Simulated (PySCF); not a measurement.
# CCSDT/6-31G run of [NH2]− (SMILES [NH2-])

Aim: the vertical ionisation energy of [NH2]− at CCSDT/6-31G, from 2 runs. Input form: a Python script.

The calculation is run with PySCF 2.14.0.

13 further runs of the same task are left out: 2 that didn't finish, 11 set aside as unsound or not needed.

### Step 1. Starting point

[NH2]− has 3 atoms, charge -1, and is taken as a singlet. SMILES: `[NH2-]`. The shape is that of a PBE0-D4/def2-TZVPD optimisation.

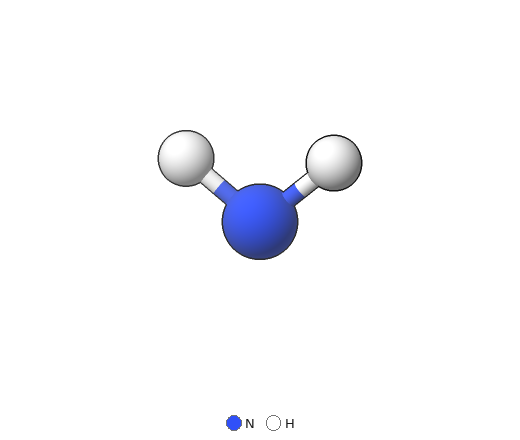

The structure, seen from a chosen angle (nitrogen blue, hydrogen white).

### Step 2. The energy at CCSDT/6-31G

File run.py:

```python
from pyscf import gto, cc

molecule = gto.M(
    atom=[
    ('N', (0.342200, -0.203000, 0.168700)),
    ('H', (0.125500, 0.801200, 0.156000)),
    ('H', (-0.467700, -0.598200, -0.324700)),
],
    charge=-1,
    basis='6-31g',
    spin=0,
    verbose=4,
    max_memory=1860,
)

mf = molecule.RHF()
mf.conv_tol = 1e-10
mf.kernel()
if not mf.converged:
    mf = mf.newton().run(mf.mo_coeff, mf.mo_occ)

mycc = cc.CCSDT(mf, frozen=1)
mycc.kernel()
energy = mycc.e_tot
print('E = %.10f Eh' % energy)
```

Started as:

```bash
$ OMP_NUM_THREADS=1 python run.py
```

What it wrote:

```text
PySCF version 2.14.0

[INPUT] num. atoms = 3
[INPUT] num. electrons = 10
[INPUT] charge = -1
[INPUT] spin (= nelec alpha-beta = 2S) = 0
[INPUT] symmetry False subgroup None
[INPUT] Mole.unit = angstrom
[INPUT] Symbol           X                Y                Z      unit          X                Y                Z       unit  Magmom
[INPUT]  1 N      0.342200000000  -0.203000000000   0.168700000000 AA    0.646664279826  -0.383614403287   0.318796797214 Bohr   0.0
[INPUT]  2 H      0.125500000000   0.801200000000   0.156000000000 AA    0.237160628633   1.514048571002   0.294797275432 Bohr   0.0
[INPUT]  3 H     -0.467700000000  -0.598200000000  -0.324700000000 AA   -0.883824908459  -1.130434167715  -0.613594072646 Bohr   0.0

nuclear repulsion = 7.54285241955884
number of shells = 9
number of NR pGTOs = 30
number of NR cGTOs = 13
basis = 6-31g
ecp = {}

[... 35 lines left out ...]
converged SCF energy = -55.4556505007913
[... 16 lines left out ...]
WARN: A large `blksize` is being used, which may cause large memory consumption
[... 3 lines left out ...]
WARN: A large `blksize_oovv` is being used, which may cause large memory consumption
[... 3 lines left out ...]
WARN: A large `blksize_oooo` is being used, which may cause large memory consumption
[... 3 lines left out ...]
Approximate memory usage estimate
    T3 memory                80.0 KB
    R3 memory                80.0 KB
    Symmetrized T3 memory    80.0 KB
    ERIs memory               162 KB
    T1-ERIs memory            162 KB
    Intermediates memory      162 KB
    Block workspace           512 KB
    T3 einsum buffer          512 KB
Init t2, MP2 energy = -55.569798887151  E_corr(MP2) -0.114148386360
Init E_corr(RCCSDT) = -0.114148386359895
cycle =  1  E_corr(RCCSDT) = -0.119753058637  dE = -5.604672277386e-03  norm(d tamps) = 3.34959599e-02
cycle =  2  E_corr(RCCSDT) = -0.124158591357  dE = -4.405532719849e-03  norm(d tamps) = 1.48151044e-02
cycle =  3  E_corr(RCCSDT) = -0.125725768848  dE = -1.567177491233e-03  norm(d tamps) = 5.93670026e-03
cycle =  4  E_corr(RCCSDT) = -0.126170347456  dE = -4.445786079068e-04  norm(d tamps) = 1.77275578e-03
cycle =  5  E_corr(RCCSDT) = -0.126131380625  dE =  3.896683101615e-05  norm(d tamps) = 5.89383324e-04
cycle =  6  E_corr(RCCSDT) = -0.126115618958  dE =  1.576166697567e-05  norm(d tamps) = 1.87188287e-04
cycle =  7  E_corr(RCCSDT) = -0.126119614690  dE = -3.995731456735e-06  norm(d tamps) = 6.55598314e-05
cycle =  8  E_corr(RCCSDT) = -0.126119415143  dE =  1.995467248939e-07  norm(d tamps) = 1.24748972e-05
cycle =  9  E_corr(RCCSDT) = -0.126119070632  dE =  3.445107056299e-07  norm(d tamps) = 4.47050955e-06
cycle = 10  E_corr(RCCSDT) = -0.126119006138  dE =  6.449457931601e-08  norm(d tamps) = 1.16026192e-06
cycle = 11  E_corr(RCCSDT) = -0.126118960432  dE =  4.570529790748e-08  norm(d tamps) = 4.21028091e-07
RCCSDT converged
E(RCCSDT) = -55.58176946122376   E_corr = -0.1261189604324265
E_corr(same-spin) = -0.0205943816246446
E_corr(oppo-spin) = -0.105524578807782
E = -55.5817694612 Eh
```

Wall time 1 s (1 thread of Arm Neoverse V1, shared host); peak memory 0.12 GiB.

### Step 3. Doublet neutral NH2 at the same level

File calc.py:

```python
from pyscf import gto, cc

system = gto.M(
    atom='''
N      0.646664    -0.383614     0.318797
H      0.237161     1.514049     0.294797
H     -0.883825    -1.130434    -0.613594
''',
    verbose=3,
    basis='6-31g',
    max_memory=1860,
    spin=1,
    unit='bohr',
)

calc0 = system.UHF()
calc0.conv_tol = 1e-10
calc0.kernel()
if not calc0.converged:
    calc0 = calc0.newton().run(calc0.mo_coeff, calc0.mo_occ)

mycc = cc.CCSDT(calc0, frozen=1)
mycc.kernel()
etot = mycc.e_tot
print(f'total energy: {etot:.8f} hartree')
```

Started as:

```bash
$ OMP_NUM_THREADS=1 python calc.py
```

What it wrote:

```text
converged SCF energy = -55.5317216554121  <S^2> = 0.75698212  2S+1 = 2.00697
_make_eris_incore_UCCSDT

WARN: A large `blksize_v_aaa` is being used, which may cause large memory consumption
      for storing contraction intermediates. If memory is sufficient, consider using
      `pyscf.cc.uccsdt_highm.UCCSDT` instead.

WARN: A large `blksize_v_aab` is being used, which may cause large memory consumption
      for storing contraction intermediates. If memory is sufficient, consider using
      `pyscf.cc.uccsdt_highm.UCCSDT` instead.

UCCSDT converged
E(UCCSDT) = -55.63376418771054   E_corr = -0.1020425322984057
E_corr(same-spin) = -0.0156830055959027
E_corr(oppo-spin) = -0.086359526702503
total energy: -55.63376419 hartree
```

Wall time 1.4 s (1 thread of Arm Neoverse V1, shared host); peak memory 0.12 GiB.

### Step 4. What came out

At CCSDT/6-31G, 1 core orbital frozen:

```
                                                                       quantity         value
                                                   singlet [NH2]−: total energy  -55.58177 Eh
                            singlet [NH2]−: HOMO energy (Hartree–Fock orbitals)      -0.01 eV
                            singlet [NH2]−: LUMO energy (Hartree–Fock orbitals)      14.14 eV
          singlet [NH2]−: HOMO–LUMO gap (to an unbound level, set by the basis)      14.15 eV
                     singlet [NH2]−: correlation energy (1 core orbital frozen)    -126.1 mEh
                                                  singlet [NH2]−: T1 diagnostic         0.006
                                              doublet neutral NH2: total energy  -55.63376 Eh
                      doublet neutral NH2: dipole moment (Hartree–Fock density)        2.47 D
doublet neutral NH2: HOMO energy (Hartree–Fock orbitals) (highest over α and β)     -12.09 eV
 doublet neutral NH2: LUMO energy (Hartree–Fock orbitals) (lowest over α and β)       3.76 eV
                doublet neutral NH2: correlation energy (1 core orbital frozen)    -102.0 mEh
                         doublet neutral NH2: ⟨S²⟩ of the reference determinant         0.757
                                             doublet neutral NH2: T1 diagnostic         0.007
                            vertical detachment energy (to the doublet neutral)     -1.415 eV
```

In words: The species is unbound against losing an electron at this level, by 1.41 eV (−137 kJ/mol); missing correlation or diffuse functions can give that sign where the real anion is bound.
